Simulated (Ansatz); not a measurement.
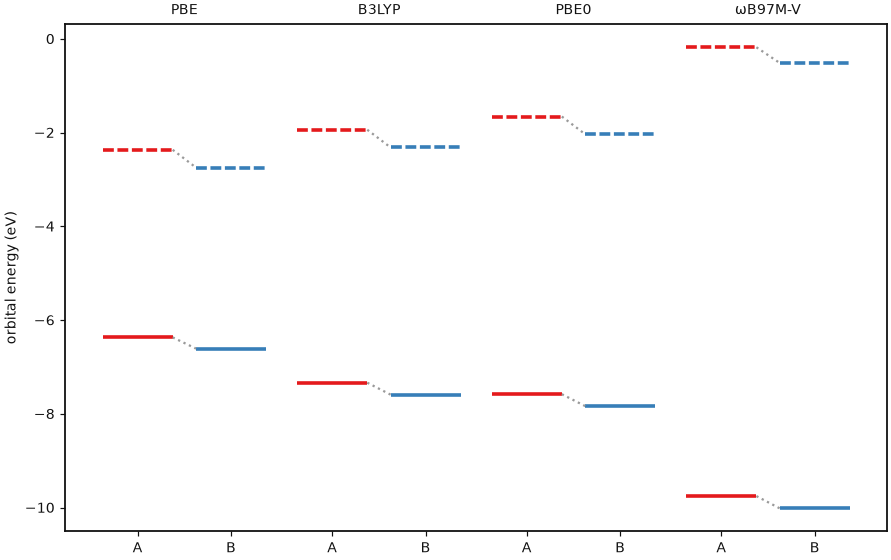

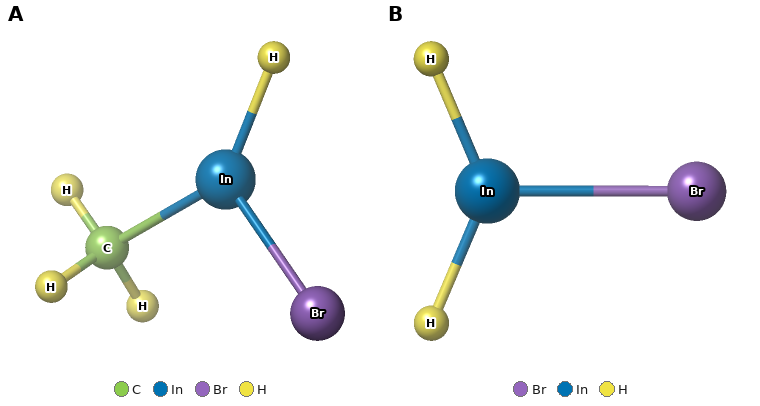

One change: A, CH₄BrIn (SMILES [CH3][InH][Br]), becomes B, InH₂Br (SMILES [Br][InH2]). CH₃ on In is replaced by H. HOMO (solid) and LUMO (dashed) computed in def2-TZVPP at PBE0-D4/def2-TZVP geometries, both minima by their frequencies, gas phase, the Ansatz code 0.2.0.

> What does the change do to HOMO and LUMO?

PBE: the HOMO falls by 0.24 eV, the LUMO falls by 0.38 eV, and the separation goes from 4.00 to 3.86 eV. B3LYP: the HOMO falls by 0.26 eV, the LUMO falls by 0.38 eV, and the separation goes from 5.40 to 5.27 eV. PBE0: the HOMO falls by 0.25 eV, the LUMO falls by 0.38 eV, and the separation goes from 5.92 to 5.80 eV. ωB97M-V: the HOMO falls by 0.26 eV, the LUMO falls by 0.33 eV, and the separation goes from 9.58 to 9.50 eV.

> Do the functionals agree on the effect?

They agree on the direction for both levels; the HOMO shift lies between −0.26 and −0.24 eV and the LUMO shift between −0.38 and −0.33 eV, while the separations themselves differ by up to 5.6 eV between functionals.

Note: core potentials past krypton; spin-orbit coupling is left out, and with In it can shift these values.
